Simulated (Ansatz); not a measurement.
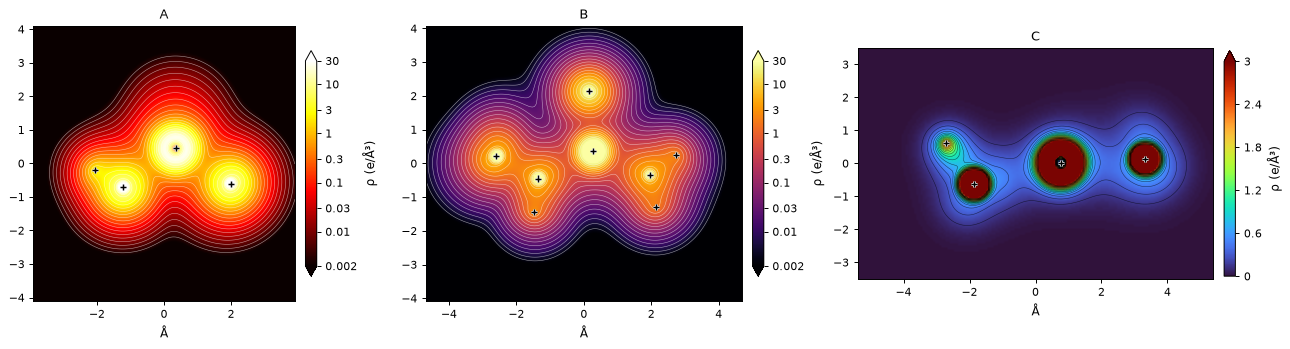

The electron density of 3 systems, each on a plane through atoms (crosses mark nuclei in the plane).

Computed with isolated molecule in a Gaussian basis; Kohn-Sham density functional theory, functional PBE0 (Ansatz).

System 1: FGaH$_{5}$N$_{3}$ (SMILES N[NH][Ga]([NH2])[F]), the plane of atoms Ga2, N4 and N3. Geometry: PBE0-D3(BJ)/pcseg-1.

```xyz
10

F     0.5396    1.2302   -2.1936
Ga    0.1188    0.6063   -0.5761
N    -0.6860    3.2692    0.1673
N    -0.5244    1.9138    0.5187
N     0.2785   -1.1903   -0.3247
H     0.2142    3.6673   -0.0915
H    -1.2873    3.3442   -0.6505
H    -0.8389    1.7411    1.4632
H     0.8638   -1.7099   -0.9683
H     0.3506   -1.5673    0.6121
```

System 2: H$_{5}$InSi$_{2}$, the plane of atoms In1, Si2 and H4. Geometry: BLYP-D3(BJ)/def2-SVP; core potentials replace the inner electrons of In.

```json
{"atom": "In", "x (Å)": "-0.4591", "y (Å)": "0.0775", "z (Å)": "0.6500"}
{"atom": "Si", "x (Å)": "-0.2672", "y (Å)": "-0.5175", "z (Å)": "-1.9883"}
{"atom": "Si", "x (Å)": "-0.3263", "y (Å)": "1.0247", "z (Å)": "3.0335"}
{"atom": "H", "x (Å)": "-0.9515", "y (Å)": "-1.8229", "z (Å)": "-2.2904"}
{"atom": "H", "x (Å)": "-0.9179", "y (Å)": "0.5528", "z (Å)": "-2.8242"}
{"atom": "H", "x (Å)": "-1.8695", "y (Å)": "0.9228", "z (Å)": "3.0588"}
{"atom": "H", "x (Å)": "1.1713", "y (Å)": "-0.6352", "z (Å)": "-2.4175"}
{"atom": "H", "x (Å)": "-0.0691", "y (Å)": "-0.4294", "z (Å)": "3.4941"}
```

System 3: FH$_{3}$O$_{3}$Sn, the plane of atoms Sn5, O2 and H6. Geometry: PBE0-D4/def2-SVP; core potentials replace the inner electrons of Sn.

```xyz
8

F    -2.4098    0.6543   -1.3446
O    -0.8187   -1.4717    0.3436
O    -1.6039    1.3852    1.6049
O    -3.8942   -0.8016    1.0160
Sn   -2.1781   -0.0696    0.4322
H     0.0259   -1.1327    0.0209
H    -2.2394    2.1122    1.6119
H    -4.2064   -1.4987    0.4252
```

**Which map belongs to which system?**

Panel A is system 3, FH$_{3}$O$_{3}$Sn: the plane holds O, Sn and H. Sn–O (1.95 Å): ρ is about 0.86 e/Å³ halfway. Panel B is system 1, FGaH$_{5}$N$_{3}$: the plane holds F, Ga, N and H. N–N (1.41 Å): ρ is about 2.1 e/Å³ halfway. Panel C is system 2, H$_{5}$InSi$_{2}$: the plane holds In, Si and H. In–Si (2.57 Å): ρ is about 0.41 e/Å³ halfway.
